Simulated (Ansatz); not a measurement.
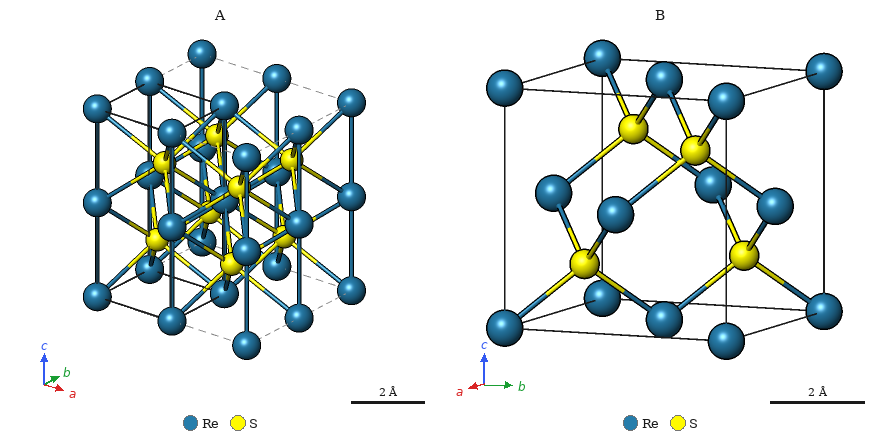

Two structures of ReS, each relaxed to rest (conventional cells in solid outline, small ones repeated, not to one scale). Method: DFT PBEsol, scalar-relativistic, plane waves, PAW (Ansatz 0.2.0), with collinear spins.

> Give the type and space group of each.

A: nickel arsenide (NiAs) type, P6_3/mmc. B: zinc blende (sphalerite type), F-43m.

> Which polymorph is favoured?

B is lower, by 34 meV/atom at this level of theory (energies at zero smearing). Volumes: A 14.5, B 17.4 Å³/atom.

One or both may be structure types tried for this composition rather than known phases.
